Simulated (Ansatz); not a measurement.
BCl$_{2}$H$_{2}$N (SMILES NB(Cl)Cl)

```yaml
atoms:
  - { symbol: N, position_ang: [0.4795, 0.5375, 0.3532] }
  - { symbol: B, position_ang: [-0.3290, -0.4005, -0.2644] }
  - { symbol: Cl, position_ang: [-2.0382, -0.0655, -0.5250] }
  - { symbol: Cl, position_ang: [0.3429, -1.9391, -0.7963] }
  - { symbol: H, position_ang: [1.4583, 0.3787, 0.5173] }
  - { symbol: H, position_ang: [0.1287, 1.4250, 0.6688] }
```

Geometry: PBE0-D4/def2-TZVP.

All numbers below come from Ansatz, RKS PBE0-D4/def2-TZVPP.

Q: What will maps of the electron density and electron localisation function show?

A: B–N (1.38 Å): ρ is about 2 e/Å³ halfway; the ELF peaks at about 0.90 between the atoms; a polar covalent bond.
B–Cl (1.76 Å): the density is about 1.4 e/Å³ at the midpoint; the ELF peaks at about 0.90 between the atoms; a shared but strongly polarised pair.
N–H (1.01 Å): ρ is about 3 e/Å³ halfway; the ELF climbs to about 1 towards the hydrogen, as it does in any bond to H; an ordinary covalent bond to hydrogen.

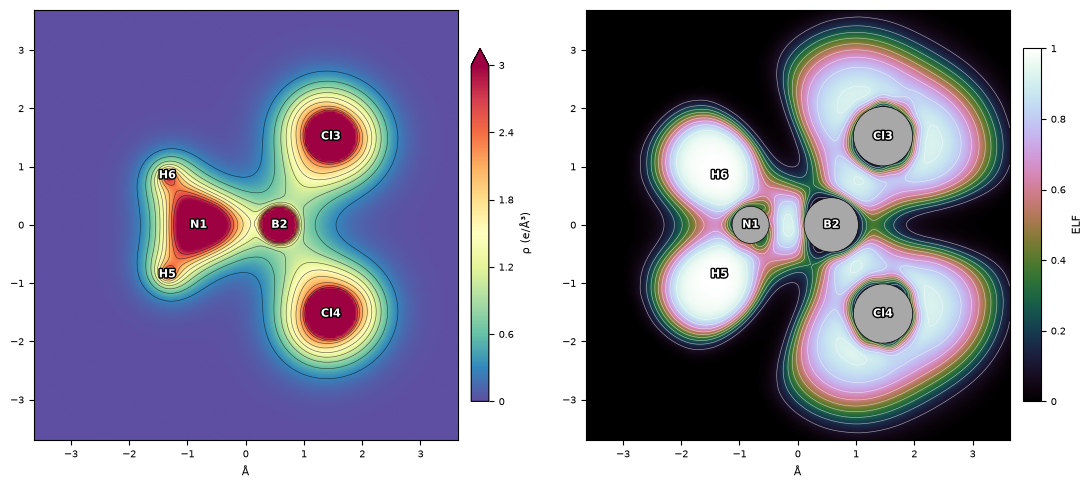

Computed electron density and electron localisation function on the molecular plane, in this order. Grey discs cover the atomic cores in the ELF map. 
